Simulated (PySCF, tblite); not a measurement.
# C₄H₇F₃OSi₂: geometry, infrared bands and NMR shifts

Wanted: the infrared bands and NMR shifts of C₄H₇F₃OSi₂ (`O=C(C1[SiH2]C[SiH2]1)C(F)(F)F`), by calculation.

Computed with tblite 0.8.0 and PySCF 2.14.0, with density-fitted response routines of our own, on a single molecule in the gas phase. Atoms count from 0, in the outputs and in this text.

## 1. The starting structure

17 atoms, charge 0, multiplicity 1; geometry from: force field or distance geometry start.

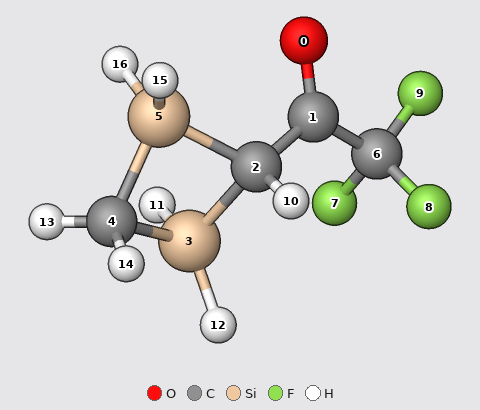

As it starts; oxygen red, carbon grey, silicon light orange, fluorine green, hydrogen white, atoms numbered.

## 2. Relaxing the molecule with GFN2-xTB

What the job is given:

```
{"job": {"kind": "relax", "xc": "GFN2-xTB", "basis": "xTB"}, "charge": 0, "multiplicity": 1}
O     -1.435800    -1.310500     1.405100
C     -1.406200    -0.424000     0.528400
C     -0.161800     0.380400     0.489700
Si     0.762500     0.303800    -1.155300
C      2.303500     0.521400    -0.083800
Si     1.346400    -0.389700     1.235600
C     -2.538900    -0.209800    -0.402800
F     -2.033600    -0.408800    -1.680000
F     -2.993000     1.093000    -0.378500
F     -3.564100    -1.117500    -0.169000
H     -0.371400     1.431400     0.745200
H      0.784500    -1.062800    -1.752700
H      0.525000     1.397100    -2.059700
H      3.193700    -0.010700    -0.447600
H      2.450200     1.629100     0.122700
H      1.637100     0.029800     2.622700
H      1.494800    -1.840300     0.970200
```

Started as:

```sh
OMP_NUM_THREADS=1 python probes_run.py task.json out
```

This one command runs all jobs of the session in turn.

The log of the run:

```text
step      E/eV     max force
  0    -919.27763    4.566
  1    -919.71154    3.436
  2    -919.83022    2.240
  3    -919.92460    0.900
  4    -919.99369    0.374
  5    -920.01448    0.398
  6    -920.05193    0.334
  7    -920.06901    0.281
  8    -920.08415    0.293
  9    -920.09620    0.256
 10    -920.10857    0.242
 11    -920.11804    0.209
 12    -920.12607    0.219
 13    -920.13386    0.233
 14    -920.14159    0.191
 15    -920.14848    0.211
 16    -920.15476    0.220
 17    -920.16171    0.229
 18    -920.17077    0.245
 19    -920.18149    0.274
 20    -920.19195    0.249
 21    -920.20230    0.246
 22    -920.21417    0.275
 23    -920.22864    0.293
 24    -920.24380    0.239
 25    -920.25549    0.241
 26    -920.26267    0.196
 27    -920.26712    0.204
 28    -920.27149    0.222
 29    -920.27730    0.218
 30    -920.28399    0.314
 31    -920.29233    0.249
 32    -920.29952    0.171
 33    -920.30404    0.163
 34    -920.30599    0.127
 35    -920.30823    0.115
 36    -920.31007    0.137
 37    -920.31268    0.120
 38    -920.31536    0.127
 39    -920.31815    0.119
 40    -920.32069    0.149
 41    -920.32307    0.166
 42    -920.32504    0.100
 43    -920.32646    0.102
 44    -920.32736    0.114
 45    -920.32817    0.127
 46    -920.32930    0.130
 47    -920.33083    0.131
 48    -920.33268    0.148
 49    -920.33467    0.129
 50    -920.33641    0.119
 51    -920.33778    0.105
 52    -920.33886    0.075
 53    -920.33984    0.071
 54    -920.34089    0.101
 55    -920.34198    0.090
 56    -920.34310    0.134
 57    -920.34438    0.094
 58    -920.34618    0.108
 59    -920.34756    0.101
 60    -920.34899    0.103
 61    -920.34991    0.077
 62    -920.35070    0.098
 63    -920.35157    0.098
 64    -920.35277    0.113
 65    -920.35429    0.150
 66    -920.35575    0.137
 67    -920.35727    0.203
 68    -920.35863    0.120
 69    -920.36051    0.108
 70    -920.36190    0.186
 71    -920.36405    0.237
 72    -920.36605    0.221
 73    -920.36765    0.155
 74    -920.36952    0.160
 75    -920.37143    0.129
 76    -920.37541    0.119
 77    -920.37764    0.130
 78    -920.37996    0.116
 79    -920.38153    0.082
 80    -920.38209    0.070
 81    -920.38333    0.096
 82    -920.38458    0.088
 83    -920.38616    0.112
 84    -920.38760    0.092
 85    -920.38855    0.080
 86    -920.38925    0.055
 87    -920.38986    0.072
 88    -920.39098    0.077
 89    -920.39204    0.086
 90    -920.39301    0.080
 91    -920.39365    0.075
 92    -920.39422    0.083
 93    -920.39477    0.063
 94    -920.39544    0.051
 95    -920.39576    0.056
 96    -920.39626    0.042
 97    -920.39662    0.066
 98    -920.39692    0.046
 99    -920.39722    0.045
100    -920.39757    0.055
101    -920.39799    0.044
102    -920.39837    0.053
103    -920.39878    0.050
104    -920.39915    0.053
105    -920.39953    0.051
106    -920.39988    0.049
107    -920.40032    0.053
108    -920.40085    0.054
109    -920.40146    0.066
110    -920.40199    0.064
111    -920.40239    0.049
112    -920.40259    0.036
113    -920.40246    0.092
114    -920.40291    0.032
115    -920.40306    0.032
116    -920.40329    0.029
117    -920.40346    0.038
118    -920.40360    0.032
119    -920.40374    0.021
120    -920.40386    0.018
121    -920.40395    0.016
122    -920.40403    0.020
123    -920.40410    0.020
124    -920.40420    0.023
125    -920.40431    0.039
126    -920.40444    0.046
127    -920.40455    0.055
128    -920.40467    0.047
129    -920.40478    0.052
130    -920.40488    0.038
131    -920.40504    0.036
132    -920.40520    0.040
133    -920.40527    0.036
134    -920.40536    0.026
135    -920.40545    0.024
136    -920.40558    0.026
137    -920.40578    0.037
138    -920.40612    0.056
139    -920.40654    0.061
140    -920.40696    0.043
141    -920.40721    0.021
142    -920.40730    0.018
143    -920.40736    0.016
144    -920.40741    0.017
145    -920.40748    0.020
146    -920.40755    0.025
147    -920.40763    0.016
148    -920.40770    0.015
149    -920.40772    0.009
```

Wall time 1.5 s (1 thread of Arm Neoverse V1, shared host).

Along the way: (not every step is listed)

```csv
step,energy from step 0 (eV),largest force (eV/Å)
0,0.0000,4.5665
1,-0.4339,3.4360
2,-0.5526,2.2403
3,-0.6470,0.9000
4,-0.7161,0.3741
5,-0.7369,0.3978
6,-0.7743,0.3344
7,-0.7914,0.2813
8,-0.8065,0.2929
21,-0.9247,0.2461
34,-1.0284,0.1268
47,-1.0532,0.1313
60,-1.0714,0.1035
73,-1.0900,0.1548
86,-1.1116,0.0548
99,-1.1196,0.0449
112,-1.1250,0.0363
125,-1.1267,0.0393
138,-1.1285,0.0559
144,-1.1298,0.0171
145,-1.1298,0.0200
146,-1.1299,0.0254
147,-1.1300,0.0160
148,-1.1301,0.0149
149,-1.1301,0.0088
```

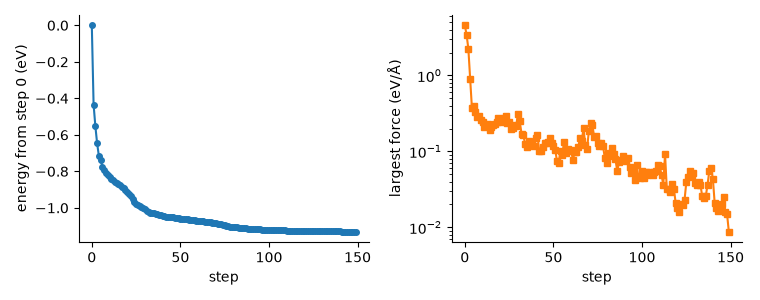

Energy and largest force along the relaxation.

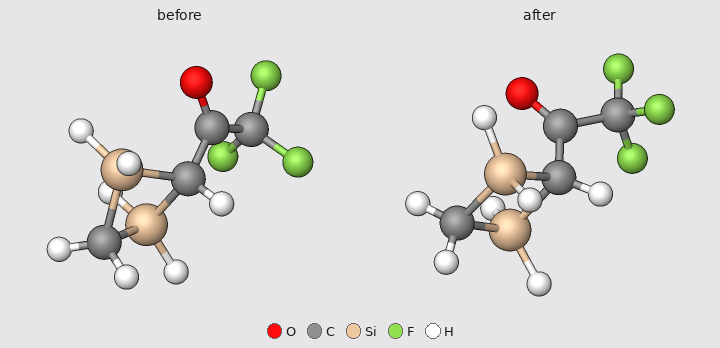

The geometry before (left) and after (right).

Close pairs (by a distance rule), those that changed most:

```csv
bond,before (Å),after (Å),change (Å)
C2–Si5,1.850,1.935,+0.084
C2–Si3,1.888,1.968,+0.079
C1–C6,1.482,1.552,+0.071
C6–F9,1.389,1.332,-0.057
C4–Si5,1.867,1.923,+0.056
C4–H14,1.136,1.086,-0.050
C1–C2,1.482,1.435,-0.047
C6–F7,1.388,1.350,-0.038
```

The next job starts from the end point, and lists it.

## 3. Infrared spectrum with GFN2-xTB

What the job is given:

```
{"job": {"kind": "ir", "xc": "GFN2-xTB", "basis": "xTB"}, "charge": 0, "multiplicity": 1}
O     -0.785159    -1.867739     0.224435
C     -1.110238    -0.702600     0.142655
C     -0.251593     0.440463     0.265783
Si     0.947857     0.444887    -1.293897
C      2.381438     0.037908    -0.096480
Si     1.239559     0.096851     1.449834
C     -2.584336    -0.346173    -0.189237
F     -2.650919     0.407533    -1.307215
F     -3.146516     0.387261     0.790009
F     -3.367349    -1.405134    -0.385895
H     -0.813221     1.362195     0.385375
H      0.601401    -0.574466    -2.275690
H      0.947418     1.790959    -1.863261
H      2.830190    -0.936424    -0.269230
H      3.195812     0.757003    -0.095550
H      1.456072     1.261765     2.309052
H      1.102588    -1.142259     2.199403
```

The log of the run:

```text
mode    cm-1     km/mol
  1      15.0      0.75
  2      32.9      0.55
  3      37.7      0.54
  4     120.5      2.40
  5     133.9      1.69
  6     171.8     12.77
  7     221.1      1.48
  8     272.7      1.51
  9     352.6      6.03
 10     392.2     13.03
 11     422.8      4.21
 12     443.3     33.59
 13     451.6      5.56
 14     487.8      5.21
 15     498.1      2.70
 16     516.7     22.63
 17     528.3     47.59
 18     619.2     92.79
 19     631.7     45.93
 20     639.7     75.31
 21     663.3     87.10
 22     695.1     78.90
 23     728.6     34.06
 24     734.4     31.68
 25     750.5    358.83
 26     755.6    273.69
 27     781.6    194.24
 28     787.4    107.68
 29     925.5      1.01
 30     995.5     84.36
 31    1037.9    237.79
 32    1081.4     71.71
 33    1093.0    163.45
 34    1106.8    252.66
 35    1163.9    109.61
 36    1280.5    139.87
 37    1440.7      9.03
 38    1720.8    407.75
 39    2264.6    235.83
 40    2283.2    359.89
 41    2324.8    268.68
 42    2345.7    275.20
 43    3012.5     12.10
 44    3017.9     22.16
 45    3024.5      3.10
```

Run time: 0.88 s. Hardware: 1 thread of Arm Neoverse V1, shared host.

Which atoms move in the most intense modes:

```
cm⁻¹  km/mol                                atoms
 750   358.8                   H15 28 %, H16 26 %
 756   273.7          H12 29 %, H11 26 %, C2 16 %
1038   237.8            C6 72 %, F7 15 %, F8 10 %
1107   252.7  H10 27 %, C6 25 %, C2 18 %, F9 10 %
1721   407.8                     C1 63 %, O0 35 %
2283   359.9                             H12 93 %
2325   268.7                             H11 95 %
2346   275.2                             H16 96 %
```

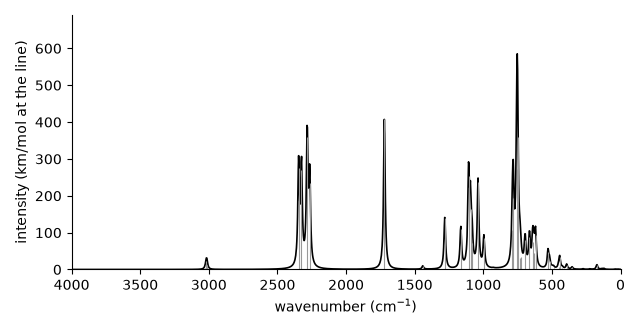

The infrared spectrum from these modes, unscaled. Lines are broadened to a width of 14 cm⁻¹ (Lorentzian).

## 4. Shielding tensors: PBE0/pcSseg-1

Settings changed since step 3:

```diff
@@ -1,2 +1,2 @@
-{"job": {"kind": "ir", "xc": "GFN2-xTB", "basis": "xTB"}, "charge": 0, "multiplicity": 1}
+{"job": {"kind": "nmr", "xc": "PBE0", "basis": "pcSseg-1"}, "charge": 0, "multiplicity": 1}
 O     -0.785159    -1.867739     0.224435
```

Method: GIAO PBE0/pcSseg-1 NMR shielding, non-relativistic, gas phase.

The log of the run:

```text
coarse grid: 16280 points
cycle   1  E = -1109.1578926822  dE =  1.535e+00  |g| = 1.216e+00  |ddm| = 3.858e+00
cycle   2  E = -1108.4000059719  dE =  7.579e-01  |g| = 2.376e+00  |ddm| = 2.991e+00
cycle   3  E = -1109.4097861771  dE = -1.010e+00  |g| = 3.414e-01  |ddm| = 2.432e+00
cycle   4  E = -1109.4303443247  dE = -2.056e-02  |g| = 1.286e-01  |ddm| = 3.824e-01
cycle   5  E = -1109.4332892991  dE = -2.945e-03  |g| = 2.129e-02  |ddm| = 1.179e-01
cycle   6  E = -1109.4333849823  dE = -9.568e-05  |g| = 6.691e-03  |ddm| = 2.582e-02
cycle   7  E = -1109.4333944076  dE = -9.425e-06  |g| = 1.710e-03  |ddm| = 8.500e-03
final grid: 152312 points
cycle   8  E = -1109.5221841099  dE = -2.606e-05  |g| = 1.422e-02  |ddm| = 2.817e-02
cycle   9  E = -1109.5220736211  dE =  1.105e-04  |g| = 2.804e-02  |ddm| = 3.320e-02
cycle  10  E = -1109.5222220898  dE = -1.485e-04  |g| = 2.566e-03  |ddm| = 2.367e-02
cycle  11  E = -1109.5222234589  dE = -1.369e-06  |g| = 2.762e-04  |ddm| = 2.480e-03
cycle  12  E = -1109.5222234724  dE = -1.346e-08  |g| = 7.435e-05  |ddm| = 3.023e-04
cycle  13  E = -1109.5222234731  dE = -7.528e-10  |g| = 3.369e-05  |ddm| = 9.360e-05
cycle  14  E = -1109.5222234733  dE = -2.124e-10  |g| = 6.515e-06  |ddm| = 3.088e-05
converged SCF energy = -1109.5222234733

GIAO shielding tensors (ppm)
atom      isotropic    diamagn.    paramagn.     s11        s22        s33       span
  0 O     -253.373     401.223    -654.597   -746.155   -377.124    363.159   1109.314
  1 C      -13.491     250.143    -263.634   -126.236     -2.688     88.451    214.687
  2 C      153.358     264.827    -111.468    115.727    166.620    177.728     62.001
  3 Si     369.266     880.874    -511.608    336.472    362.719    408.606     72.134
  4 C      195.423     259.095     -63.671    180.737    201.601    203.932     23.195
  5 Si     382.978     880.753    -497.775    347.404    386.218    415.311     67.907
  6 C       60.457     248.822    -188.365     48.053     51.946     81.371     33.318
  7 F      254.772     476.079    -221.308    171.562    242.028    350.724    179.162
  8 F      257.327     473.668    -216.340    172.436    250.140    349.405    176.969
  9 F      276.520     466.775    -190.256    196.482    289.324    343.753    147.271
 10 H       28.524      34.948      -6.424     24.832     28.095     32.644      7.812
 11 H       26.934      29.828      -2.894     23.494     26.081     31.227      7.734
 12 H       26.578      29.908      -3.330     23.231     25.049     31.453      8.221
 13 H       30.863      30.626       0.237     26.851     27.498     38.240     11.389
 14 H       31.015      29.585       1.430     26.940     27.290     38.815     11.875
 15 H       26.782      29.550      -2.768     23.626     24.794     31.926      8.300
 16 H       26.550      29.371      -2.821     23.701     24.851     31.097      7.396
```

Wall time 66 s (1 thread of Arm Neoverse V1, shared host); peak memory 0.97 GiB.

Shifts follow as δ = σ(reference) − σ, with reference shieldings (ppm) from runs at the same level and on the same kind of geometry: 1H TMS 31.72, 13C TMS 186.9, 29Si TMS 349.2, 19F CFCl3 170.9, 17O H2O 336.1. The references are single molecules in the gas phase, so shifts against H2O, NH3, PH3, H3PO4 or CFCl3 are not on the usual liquid scales and can be off by tens of ppm. Atoms listed in one row are averaged.

| atoms | environment | σ (ppm) | δ (ppm) | δ scaled to CDCl3 |
| --- | --- | --- | --- | --- |
| C1 | ketone carbonyl carbon | -13.5 | 200.4 | 193.7 |
| C6 | CF3 carbon | 60.5 | 126.5 | 121.5 |
| C2 | sp3 CH bonded to 2 Si, α to a carbonyl | 153.4 | 33.6 | 30.8 |
| C4 | sp3 CH2 bonded to 2 Si | 195.4 | -8.5 | -10.2 |
| H12, H15 | hydrogen on a silicon bonded to 2 C, in a 4-membered ring | 26.68 | 5.04 | – |
| H11, H16 | hydrogen on a silicon bonded to 2 C, in a 4-membered ring | 26.74 | 4.98 | – |
| H10 | hydrogen on an sp3 CH bonded to 2 Si, α to a carbonyl | 28.52 | 3.19 | 3.12 |
| H13 | hydrogen on an sp3 CH2 bonded to 2 Si | 30.86 | 0.85 | 0.91 |
| H14 | hydrogen on an sp3 CH2 bonded to 2 Si | 31.02 | 0.70 | 0.77 |
| O0 | ketone oxygen | -253.4 | 589.5 | – |
| Si3, Si5 | silicon bonded to 2 C, 2 H, in a 4-membered ring | 376.1 | -27.0 | – |
| F7, F8, F9 | fluorine of a CF3 group | 262.9 | -91.9 | – |

The scaled column applies a straight-line fit of computed shieldings to shifts measured in CDCl3, and one for carbons that bear F (root-mean-square error 0.16 ppm for H, 1.9 ppm for C).

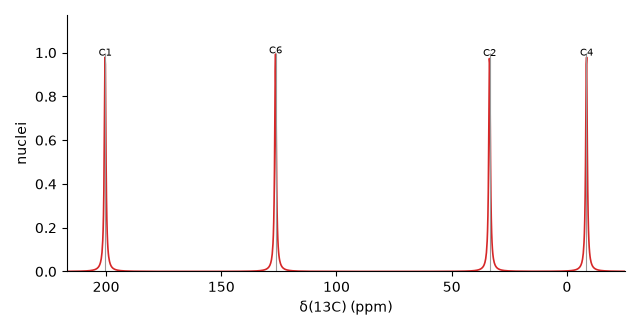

13C lines at the computed shifts, without couplings. Lines are broadened to a width of 0.84 ppm (Lorentzian).

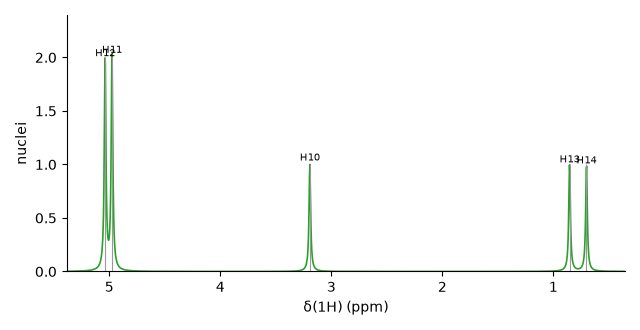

1H lines at the computed shifts, without couplings. Lines are broadened to a width of 0.02 ppm (Lorentzian).

Charges from the same density, by scheme (e):

```
     atoms  Mulliken    IAO  Hirshfeld  ESP fit
        O0     -0.35  -0.42      -0.23    -0.43
        C1      0.19   0.33       0.12     0.31
        C2     -0.82  -0.70      -0.21    -0.35
  Si3, Si5      0.72   0.79       0.37     0.47
        C4     -0.82  -0.83      -0.25    -0.48
        C6      0.83   0.76       0.25     0.63
F7, F8, F9     -0.27  -0.28      -0.09    -0.22
```

Hirshfeld charges:

O0 -0.23; C1 0.12; C2 -0.21; Si3 0.37; C4 -0.25; Si5 0.36; C6 0.25; F7 -0.09; F8 -0.10; F9 -0.09; H10 0.04; H11 -0.06; H12 -0.07; H13 0.04; H14 0.04; H15 -0.07; H16 -0.06

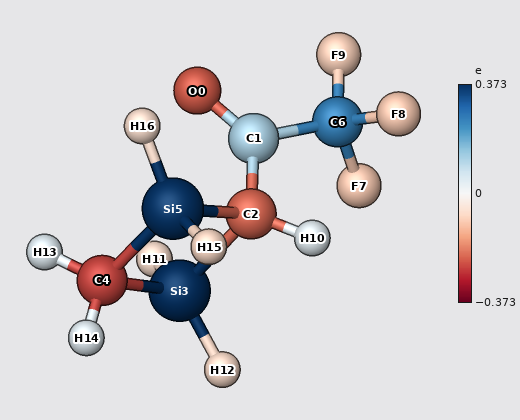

Hirshfeld charges, as colours on the atoms.

Mayer bond orders: O0–C1 1.97, C1–C2 0.99, C2–Si3 0.76, Si3–C4 0.92, C4–Si5 0.91, C1–C6 0.90, C6–F7 0.97, C6–F8 0.98, C6–F9 1.03, Si5–C2 0.80.

Ring of atoms C2, Si3, C4, Si5: NICS(0) 0.8, NICS(1) -0.2, NICS(1)zz 5.6 ppm (means of both faces).

Orbitals, density, ELF and potential are computed afterwards from the orbital file.

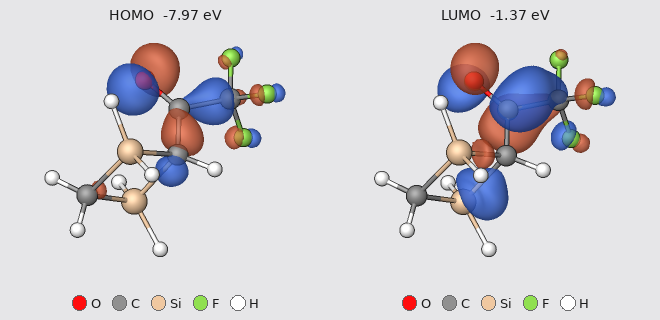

Frontier orbitals at PBE0/pcSseg-1; each surface holds 70 % of the orbital's density, blue and red mark the sign.

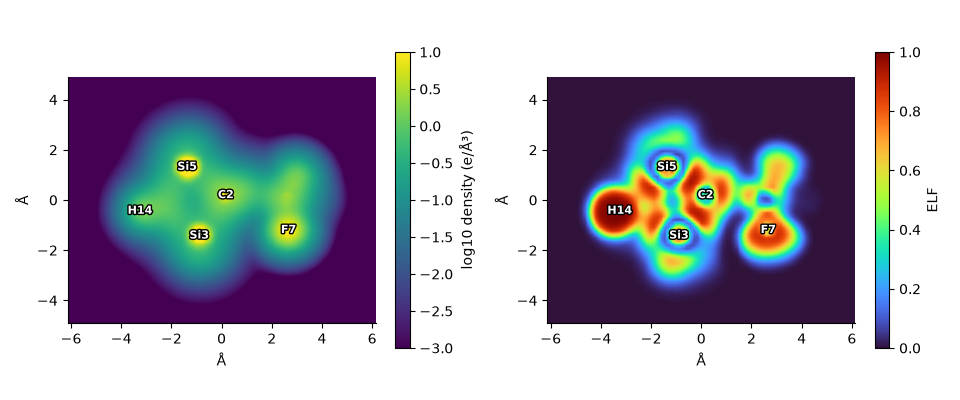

Density (left) and ELF (right) in a plane through or near 5 of the atoms.

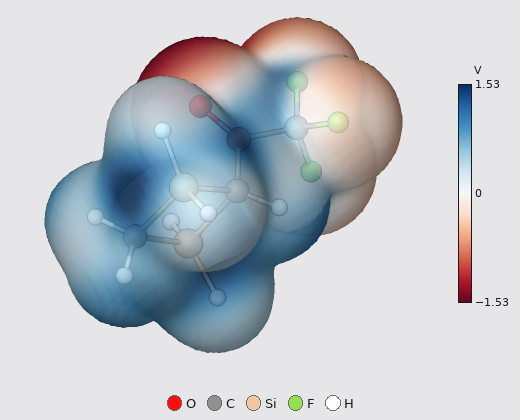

The potential that a unit positive charge feels on the 0.002 e/bohr³ surface, from -1.51 V near O0 to 1.53 V near H12.

## 5. Summary of results

```
                                                                 quantity                             value
                                strongest single infrared mode (GFN2-xTB)             1721 cm⁻¹, 408 km/mol
                                             zero-point energy (GFN2-xTB)                     61.5 kcal/mol
                                   13C shifts against TMS (PBE0/pcSseg-1)      200.4, 126.5, 33.6, -8.5 ppm
   1H shifts against TMS (PBE0/pcSseg-1, means over atoms taken as alike)  5.04, 4.98, 3.19, 0.85, 0.70 ppm
                                   17O shifts against H2O (PBE0/pcSseg-1)                         589.5 ppm
 29Si shifts against TMS (PBE0/pcSseg-1, means over atoms taken as alike)                         -27.0 ppm
19F shifts against CFCl3 (PBE0/pcSseg-1, means over atoms taken as alike)                         -91.9 ppm
                                    surface potential, least and greatest                -1.51 V and 1.53 V
```

Relaxing lowered the energy by 1.130 eV in 149 steps; the close pair that moved most is C2–Si5, from 1.850 to 1.935 Å. No mode is imaginary among the 45: a minimum at this level. The strongest single mode, at 1721 cm⁻¹, moves mainly C1 and O0. GFN2-xTB is a fitted tight-binding method: band positions and strengths are rough. Its intensities can rank the bands wrongly. The most deshielded carbon is C1 (ketone carbonyl carbon), at 200.4 ppm: the double bond to the heteroatom, with no lone-pair donor beside it, deshields it most. At PBE0/pcSseg-1: The widest tensor belongs to O0: span 1109 ppm, with a paramagnetic part of -655 ppm. At PBE0/pcSseg-1, counted by nearest atom on the grid, the HOMO lies on O0 55 %; C2, C6 about 11 % each, the LUMO on C1 39 %; O0 27 %.
